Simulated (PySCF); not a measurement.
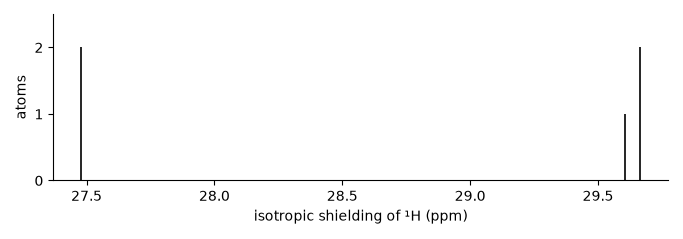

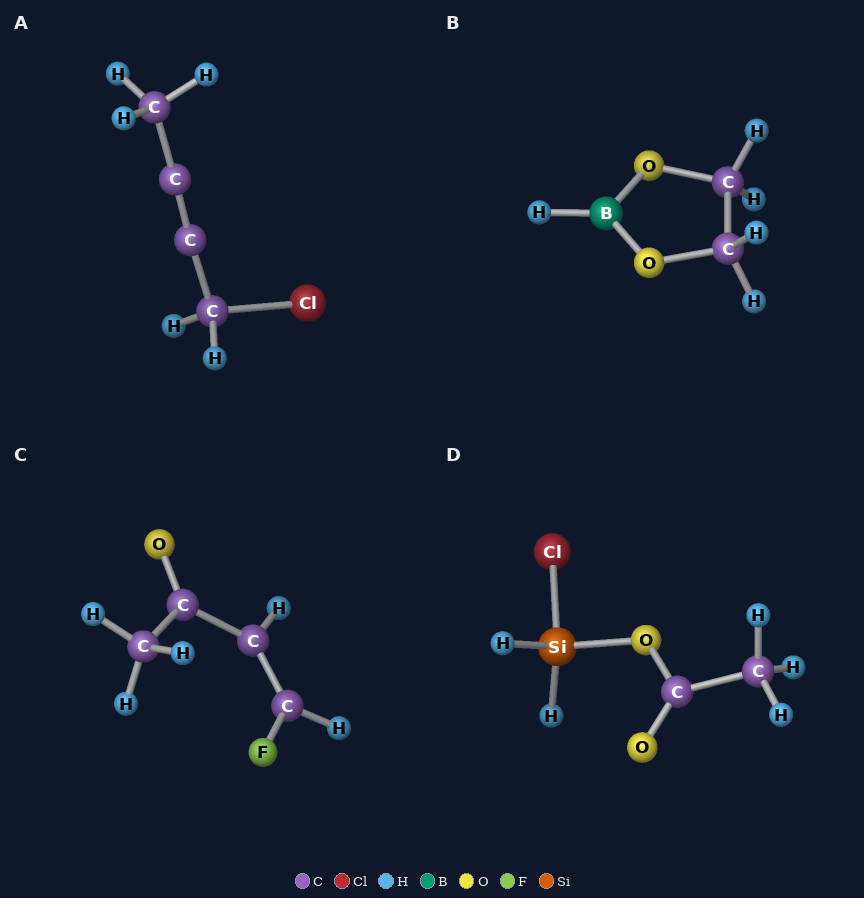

The sticks are computed shieldings of one of the molecules, for one fixed geometry (GFN2-xTB) without averaging over rotations. Low shielding means a high chemical shift. Method: GIAO PBE0/pcSseg-1 NMR shielding, non-relativistic, gas phase (PySCF 2.14.0).

Which molecule gives this pattern?

A, `CC#CCCl`. Its 5 H atoms give lines at 27.48 (2 atoms), 29.60, 29.66 (2 atoms) ppm.

The geometry is semi-empirical. Around B, Si such bond lengths and angles can be off by a tenth of an ångström or more and by several degrees, and values that hang on the shape move with them.
